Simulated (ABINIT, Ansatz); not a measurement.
## H2Pb (P-3m1): zone-centre phonons

Which modes does H2Pb (P-3m1) have at the zone centre?

Main program and level: ABINIT 10.8.3; DFT LDA, scalar-relativistic, plane waves, HGH norm-conserving pseudopotentials.

The structure was built from a prototype and need not be the compound's stable phase.

## (1) Set-up

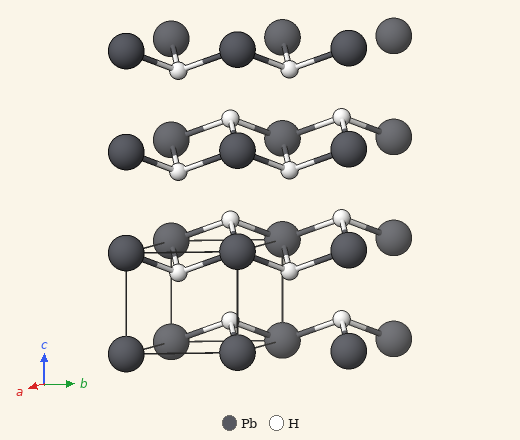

The starting structure, seen slightly off an axis (lead dark grey, hydrogen white). 1×2×3 cells are drawn. Bonds to atoms that aren't drawn are left out. Some periodic images of atoms are drawn too.

As a file:

```cif
data_structure
_symmetry_space_group_name_H-M 'P-3m1'
_symmetry_Int_Tables_number 164
_cell_length_a 3.6662
_cell_length_b 3.6662
_cell_length_c 3.3315
_cell_angle_alpha 90.000
_cell_angle_beta 90.000
_cell_angle_gamma 120.000
_cell_volume 38.78
loop_
_atom_site_label
_atom_site_type_symbol
_atom_site_symmetry_multiplicity
_atom_site_Wyckoff_symbol
_atom_site_fract_x
_atom_site_fract_y
_atom_site_fract_z
_atom_site_occupancy
Pb1 Pb 1 a 0.00000 0.00000 0.00000 1
H1 H 2 d 0.33333 0.66667 0.24015 1
```

## (2) Relaxation

The harmonic expansion needs vanishing forces, and a free crystal bears no stress, so cell and atoms are brought to rest. Stress is more sensitive to the basis than forces are: the last 3 Ha under the cutoff are smoothed with ecutsm, and the cutoff is raised above that of the later runs.

The starting cell comes from a relaxation made beforehand in Ansatz (LDA, PseudoDojo NC).

relax.abi

```
# relaxation
ionmov 2
optcell 2
dilatmx 1.08
ntime 40
tolmxf 1.0d-05
tolvrs 1.0d-14
prtwf 0
prtden 0
chksymtnons 0

# basis, mesh and filling
ecut 43.0
ecutsm 3.0
ixc 7
ngkpt 9 9 8
nshiftk 1
shiftk 0.0 0.0 0.0
istwfk *1
occopt 7
tsmear 0.01
nband 8
nstep 100
diemac 1000000.0
prtebands 0
prtgsr 0

# cell and atoms
acell 6.928020869 6.928020869 6.295606568
rprim 
    1.0 0.0 0.0
    -0.5000000007 0.8660254034 0.0
    0.0 0.0 1.0
ntypat 2
znucl 82 1
natom 3
typat 1 2 2
xred 
    0.0 0.0 0.0
    1/3 2/3 0.2401501196
    2/3 1/3 0.7598498804
pp_dirpath "./pseudo"
pseudos "Pb.hgh, H.hgh"
```

The run is started by

```
OMP_NUM_THREADS=1 mpirun -n 4 abinit relax.abi > relax.log
```

Numbers of over 12 decimals in the logs are rounded to 6 here.

relax.abo, the main output file:

```text
[banners, grids, parts of the stress and lines that vanish by symmetry left out]
- input  file    -> relax.abi
- output file    -> relax.abo
- root for input  files -> relaxi
[...]
Symmetries : space group P-3 m 1 (#164); Bravais hP (primitive hexag.)
[...]
mpw =        4485          nfft =      103680          nkpt =          81
[...]
== DATASET  1 ==================================================================
[...]
cutoff_energies: {ecut:  43.0, pawecutdg:  -1.0, }
[...]
Exchange-correlation functional for the present dataset will be:
  LDA: Perdew-Wang 92 LSD fit to Ceperley-Alder data - ixc=7
[...]
ETOT  1  -4.741857    -4.742E+00 1.438E-02 2.310E+01
 ETOT  2  -4.748807    -6.950E-03 6.080E-04 8.006E-01
 ETOT  3  -4.748846    -3.869E-05 2.004E-04 3.151E-02
 ETOT  4  -4.748848    -2.499E-06 1.679E-04 2.813E-03
 ETOT  5  -4.748848    -1.469E-07 2.454E-04 1.061E-05
[...]
At SCF step   10       vres2   =  1.11E-15 < tolvrs=  1.00E-14 =>converged.
[...]
sigma(1 1)=  6.50137594E-05  sigma(3 2)=  0.00000000E+00
  sigma(2 2)=  6.50137604E-05  sigma(3 1)=  0.00000000E+00
  sigma(3 3)=  1.11685164E-05  sigma(2 1)=  9.28826824E-13
[...]
convergence: {deltae: -3.464E-14, res2:  1.112E-15, residm:  8.681E-06, diffor: null, }
etotal    :  -4.74884816E+00
[...]
ETOT  1  -4.748905    -4.749E+00 6.020E-01 5.407E-02
[...]
At SCF step    8       vres2   =  1.21E-15 < tolvrs=  1.00E-14 =>converged.
[...]
sigma(1 1)=  5.40513512E-05  sigma(3 2)=  0.00000000E+00
  sigma(2 2)=  5.40513522E-05  sigma(3 1)=  0.00000000E+00
  sigma(3 3)=  7.67352955E-06  sigma(2 1)=  9.27427691E-13
[...]
convergence: {deltae: -4.885E-14, res2:  1.207E-15, residm:  1.024E-06, diffor: null, }
etotal    :  -4.74891064E+00
[...]
ETOT  1  -4.748931    -4.749E+00 4.218E-01 1.209E+00
[...]
At SCF step    9       vres2   =  5.19E-17 < tolvrs=  1.00E-14 =>converged.
[...]
sigma(1 1)= -1.05848119E-06  sigma(3 2)=  0.00000000E+00
  sigma(2 2)= -1.05848018E-06  sigma(3 1)=  0.00000000E+00
  sigma(3 3)= -9.47341687E-06  sigma(2 1)=  9.18909279E-13
[...]
convergence: {deltae:  2.665E-14, res2:  5.186E-17, residm:  9.734E-07, diffor: null, }
etotal    :  -4.74904194E+00
[...]
ETOT  1  -4.749043    -4.749E+00 6.506E-07 1.041E-03
[...]
At SCF step    7       vres2   =  4.32E-15 < tolvrs=  1.00E-14 =>converged.
[...]
sigma(1 1)=  7.91471599E-07  sigma(3 2)=  0.00000000E+00
  sigma(2 2)=  7.91472609E-07  sigma(3 1)=  0.00000000E+00
  sigma(3 3)= -8.44331443E-06  sigma(2 1)=  9.18892366E-13
[...]
convergence: {deltae: -5.240E-14, res2:  4.325E-15, residm:  5.113E-07, diffor: null, }
etotal    :  -4.74904269E+00
[...]
ETOT  1  -4.749044    -4.749E+00 3.519E-07 2.213E-03
[...]
sigma(1 1)=  3.45916821E-06  sigma(3 2)=  0.00000000E+00
  sigma(2 2)=  3.45916922E-06  sigma(3 1)=  0.00000000E+00
[...]
convergence: {deltae: -1.279E-13, res2:  8.818E-15, residm:  8.235E-09, diffor: null, }
etotal    :  -4.74904455E+00
[...]
ETOT  1  -4.749047    -4.749E+00 6.261E-08 3.760E-03
[...]
convergence: {deltae: -8.882E-14, res2:  1.642E-16, residm:  1.666E-09, diffor: null, }
etotal    :  -4.74904679E+00
[...]
ETOT  1  -4.749048    -4.749E+00 3.290E-07 7.147E-03
[...]
convergence: {deltae: -3.020E-14, res2:  5.957E-16, residm:  5.205E-08, diffor: null, }
etotal    :  -4.74904822E+00
[...]
ETOT  1  -4.749048    -4.749E+00 1.381E+00 2.532E-03
[...]
convergence: {deltae:  6.573E-14, res2:  8.021E-17, residm:  5.668E-06, diffor: null, }
etotal    :  -4.74904855E+00
[...]
ETOT  1  -4.749049    -4.749E+00 1.779E-05 1.237E-04
[...]
convergence: {deltae: -7.994E-15, res2:  3.906E-16, residm:  4.101E-05, diffor: null, }
etotal    :  -4.74904857E+00
[...]
ETOT  1  -4.749049    -4.749E+00 3.231E-05 6.927E-06
[...]
convergence: {deltae: -4.086E-14, res2:  4.516E-17, residm:  5.044E-06, diffor: null, }
etotal    :  -4.74904858E+00
[...]
ETOT  1  -4.749049    -4.749E+00 8.048E-03 4.075E-05
[...]
convergence: {deltae: -8.882E-15, res2:  5.444E-16, residm:  2.756E-07, diffor: null, }
etotal    :  -4.74904859E+00
[...]
ETOT  1  -4.749049    -4.749E+00 4.141E-07 1.391E-04
[...]
convergence: {deltae:  7.994E-14, res2:  1.989E-15, residm:  8.338E-09, diffor: null, }
etotal    :  -4.74904861E+00
[...]
ETOT  1  -4.749049    -4.749E+00 8.604E-09 2.976E-04
[...]
convergence: {deltae:  2.132E-14, res2:  3.969E-15, residm:  4.467E-10, diffor: null, }
etotal    :  -4.74904863E+00
[...]
ETOT  1  -4.749049    -4.749E+00 4.099E-09 1.408E-04
[...]
At SCF step    7       vres2   =  1.70E-15 < tolvrs=  1.00E-14 =>converged.
[...]
sigma(2 2)= -1.82540063E-07  sigma(3 1)=  0.00000000E+00
  sigma(3 3)= -2.11050593E-07  sigma(2 1)=  9.12729463E-13
[...]
convergence: {deltae: -1.021E-13, res2:  1.704E-15, residm:  2.813E-11, diffor: null, }
etotal    :  -4.74904864E+00
[...]
ETOT  1  -4.749049    -4.749E+00 5.983E-09 7.038E-06
[...]
ETOT  6  -4.749049    -8.882E-16 2.624E-12 2.442E-14
 ETOT  7  -4.749049     9.770E-15 1.035E-12 1.261E-16
 At SCF step    7       vres2   =  1.26E-16 < tolvrs=  1.00E-14 =>converged.
[...]
sigma(1 1)= -3.93285944E-08  sigma(3 2)=  0.00000000E+00
  sigma(2 2)= -3.93275920E-08  sigma(3 1)=  0.00000000E+00
  sigma(3 3)= -5.06761806E-08  sigma(2 1)=  9.12683005E-13
[...]
convergence: {deltae:  9.770E-15, res2:  1.261E-16, residm:  1.035E-12, diffor: null, }
etotal    :  -4.74904865E+00
[...]
At Broyd/MD step  15, gradients are converged :
[...]
sigma(1 1)= -3.93285944E-08  sigma(3 2)=  0.00000000E+00
  sigma(2 2)= -3.93275920E-08  sigma(3 1)=  0.00000000E+00
  sigma(3 3)= -5.06761806E-08  sigma(2 1)=  9.12683005E-13
[...]
- sigma(1 1)= -1.15708720E-03  sigma(3 2)=  0.00000000E+00
- sigma(2 2)= -1.15705770E-03  sigma(3 1)=  0.00000000E+00
- sigma(3 3)= -1.49094471E-03  sigma(2 1)=  2.68520611E-08
[...]
fcart     -0.0000000000E+00 -0.0000000000E+00 -0.0000000000E+00
           strten     -3.9328594437E-08 -3.9327591951E-08 -5.0676180607E-08
================================================================================

[key lines of the parts left out:]
pressure_GPa:   1.2684E-03
Total energy (etotal) [Ha]= -4.74904864679231E+00
```

Elapsed: 2.6 min, on 4 MPI ranks of Arm Neoverse V2, shared host; 11 min of CPU time.

Step by step:

```csv
step,energy less that of the first step (eV),largest force (eV/Å),volume (Å³)
1,0.0000,0.0369,38.78
2,-0.0017,0.0297,38.61
3,-0.0053,0.0064,37.85
4,-0.0053,0.0050,37.88
5,-0.0053,0.0026,37.95
6,-0.0054,0.0007,38.01
7,-0.0054,0.0006,38.03
8,-0.0055,0.0015,38.02
9,-0.0055,0.0019,38.01
10,-0.0055,0.0020,38.01
11,-0.0055,0.0019,38.00
12,-0.0055,0.0016,38.00
13,-0.0055,0.0009,37.99
14,-0.0055,0.0002,37.99
15,-0.0055,0.0000,38.00
```

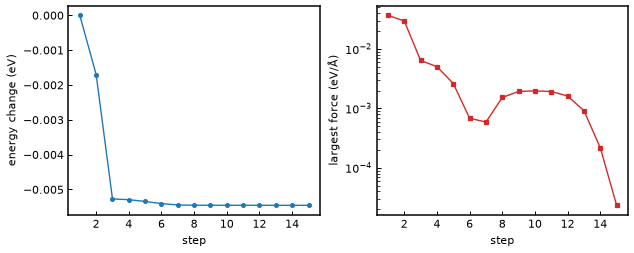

Energy and largest force along the relaxation.

```csv
"conventional cell, symmetrised",before,after,change
a (Å),3.666,3.622,-1.2 %
b (Å),3.666,3.622,-1.2 %
c (Å),3.331,3.344,+0.4 %
volume (Å³/atom),12.93,12.67,-2.0 %
```

The relaxed structure:

```
Pb H
1.0
     3.62242    0.00000    0.00000
    -1.81121    3.13710    0.00000
     0.00000    0.00000    3.34361
Pb H
1 2
Cartesian
  0.0000 0.0000 0.0000
  0.0000 2.0914 0.8030
  1.8112 1.0457 2.5406
```

This step gave:

```
volume per atom   : 12.67 Å³
pressure          : 0.001268 GPa
gap on the k-mesh : 0 eV
```

The volume changes by -2.0 % from the cell with which this run began.

## (3) Self-consistent run for the response

First-order wavefunctions inherit every error of the ground state, hence the very tight tolvrs. Occupations are smeared.

gs.abi

```
# ground state
tolvrs 1.0d-16
prtden 1
prtwf 1

# basis, mesh and filling
ecut 35.0
ixc 7
ngkpt 9 9 8
nshiftk 1
shiftk 0.0 0.0 0.0
istwfk *1
occopt 7
tsmear 0.01
nband 8
nstep 100
diemac 1000000.0
prtebands 0
prtgsr 0

# cell and atoms
acell 6.84537235 6.84537235 6.318513535
rprim 
    1.0 0.0 0.0
    -0.5000000003 0.8660254036 0.0
    0.0 0.0 1.0
ntypat 2
znucl 82 1
natom 3
typat 1 2 2
xred 
    0.0 0.0 0.0
    1/3 2/3 0.2401739929
    2/3 1/3 0.7598260071
pp_dirpath "./pseudo"
pseudos "Pb.hgh, H.hgh"
```

The run is started by

```
OMP_NUM_THREADS=1 mpirun -n 4 abinit gs.abi > gs.log
```

gs.abo, the main output file:

```text
[banners, grids, parts of the stress and lines that vanish by symmetry left out]
- input  file    -> gs.abi
- output file    -> gs.abo
- root for input  files -> gsi
[...]
Symmetries : space group P-3 m 1 (#164); Bravais hP (primitive hexag.)
[...]
mpw =        2556          nfft =       57600          nkpt =          81
[...]
== DATASET  1 ==================================================================
[...]
cutoff_energies: {ecut:  35.0, pawecutdg:  -1.0, }
[...]
Exchange-correlation functional for the present dataset will be:
  LDA: Perdew-Wang 92 LSD fit to Ceperley-Alder data - ixc=7
[...]
ETOT  1  -4.739094    -4.739E+00 3.305E-02 1.278E+01
 ETOT  2  -4.748032    -8.938E-03 1.490E-04 4.135E-01
 ETOT  3  -4.748064    -3.254E-05 5.379E-05 1.361E-02
 ETOT  4  -4.748066    -1.993E-06 4.105E-05 1.167E-03
 ETOT  5  -4.748066    -1.052E-07 3.420E-05 4.820E-06
[...]
ETOT 10  -4.748066     2.665E-14 9.642E-06 4.287E-16
 ETOT 11  -4.748066    -2.398E-14 7.146E-06 3.679E-18
 At SCF step   11       vres2   =  3.68E-18 < tolvrs=  1.00E-16 =>converged.
[...]
sigma(1 1)=  1.60429644E-05  sigma(3 2)=  0.00000000E+00
  sigma(2 2)=  1.60429649E-05  sigma(3 1)=  0.00000000E+00
  sigma(3 3)=  1.66582964E-05  sigma(2 1)=  3.96721046E-13
[...]
convergence: {deltae: -2.398E-14, res2:  3.679E-18, residm:  7.146E-06, diffor: null, }
etotal    :  -4.74806647E+00
[...]
sigma(1 1)=  1.60429644E-05  sigma(3 2)=  0.00000000E+00
  sigma(2 2)=  1.60429649E-05  sigma(3 1)=  0.00000000E+00
  sigma(3 3)=  1.66582964E-05  sigma(2 1)=  3.96721046E-13
[...]
- sigma(1 1)=  4.72000309E-01  sigma(3 2)=  0.00000000E+00
- sigma(2 2)=  4.72000324E-01  sigma(3 1)=  0.00000000E+00
- sigma(3 3)=  4.90104002E-01  sigma(2 1)=  1.16719361E-08
[...]
fcart     -0.0000000000E+00 -0.0000000000E+00 -0.0000000000E+00
           strten      1.6042964434E-05  1.6042964921E-05  1.6658296426E-05
================================================================================

[key lines of the parts left out:]
pressure_GPa:  -4.7803E-01
```

Wall time 9.9 s (4 MPI ranks).

Numbers from this step:

```yaml
pressure: -0.4780 GPa
```

The cell stands at -0.48 GPa: the relaxation ran with a smoothed and higher cutoff, and the difference is a stress of the finite basis.

(Continued in part 2 of 4.)

[Host names and launcher messages were left out of these logs when they were recorded.]

[Logs are printed without paths, hosts, clocks, repeated set-up lines and the standing remarks that a program may print on its own settings, such as how far it seeks lower states.]

[Hosts, paths, dates, database ids (printed as entryN), source tags and the programs' standing remarks are cut or masked in the printed files.]
